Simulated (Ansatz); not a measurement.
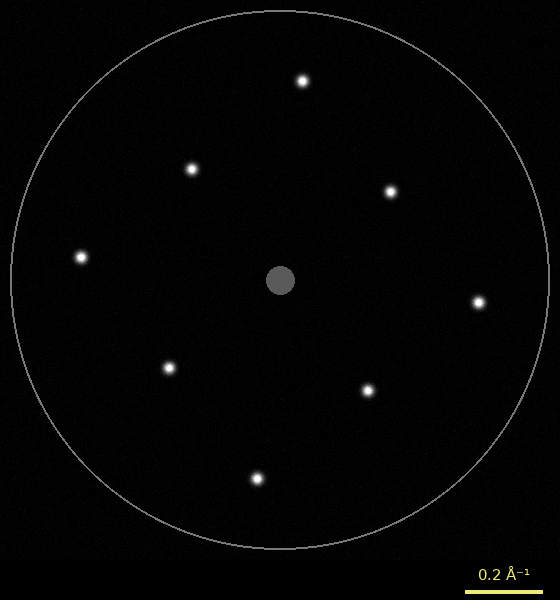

Simulated LEED pattern at 110 eV and normal incidence, from the upper face of a slab model. Spot positions follow from the surface net; brightness is a rough single-scattering estimate from the outer layers, good only for telling present from absent.

What surface net do the spots show?

Answer. The spots form a square reciprocal net with shortest vectors 0.368 and 0.368 Å⁻¹ at 90.0°. The primitive real-space mesh has edges 2.72 and 2.72 Å at 90.0° (or its supplement) and area 7.4 Å².

The slab has composition Ta (2 atoms a cell, 2.2 Å thick). Structure: coordinates from a relaxation with DFT PBE, scalar-relativistic, plane waves, PAW (Ansatz); the starting structure was generated, so it need not be a known form of this composition.

Which atoms form the outermost layer?

Answer. The highest atoms of the upper face (within 0.6 Å of the top) are Ta; the spot positions alone do not show this.
